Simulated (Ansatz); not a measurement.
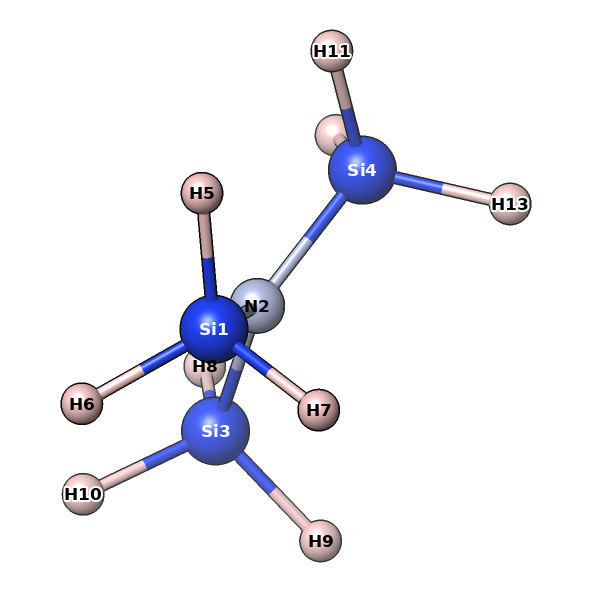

N2 lies behind Si1. The molecule seen a little off the Si1–N2 bond, Si1 in front. Distant atoms are faded towards the background colour. The computed geometry is a stationary point of PBE0-D4/def2-TZVP, a saddle point of order 1.

> What is the torsion angle H5–Si1–N2–Si3? The sign is positive where the front bond must turn clockwise to cover the back bond.

−155°, antiperiplanar (anti).
